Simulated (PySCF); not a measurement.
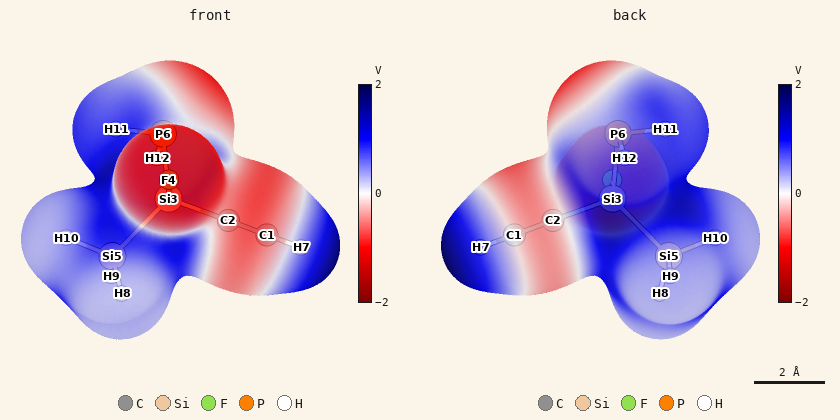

*C2H6FPSi2. The electrostatic potential painted on the density surface at 0.002 e/bohr³, seen from the front and from behind; the colour scale runs from red (negative) to blue (positive).*

Geometry: GFN2-xTB.

Level of theory: PBE0/pcSseg-1, SCF density, gas phase, non-relativistic (PySCF).

Input file:

```
{"job": {"kind": "nmr", "xc": "PBE0", "basis": "pcSseg-1"}, "charge": 0, "multiplicity": 1}
C      2.416071    -1.764930    -0.295797
C      1.506554    -1.067973     0.069096
Si     0.094187     0.009707     0.605074
F     -0.226077    -0.495653     2.119712
Si    -1.846882    -0.304937    -0.640994
P      0.970553     2.066818     0.892988
H      3.215433    -2.378846    -0.599283
H     -2.274137    -1.703582    -0.624105
H     -1.615800     0.088683    -2.033933
H     -2.951374     0.516714    -0.133035
H     -0.261258     2.677601     1.076447
H      0.973928     2.355713    -0.462198
```

Command:

```sh
OMP_NUM_THREADS=1 python probes_run.py task.json out
```

**Which sites attract a positive test charge, and which a negative one?**

A positive charge is drawn to the negative regions and a negative charge to the positive ones. The most negative region (about −1.2 V) lies over F4, the most positive (about +1.8 V) over H7.

**How polar is the molecule by this calculation?**

Its dipole moment is 2.25 D.
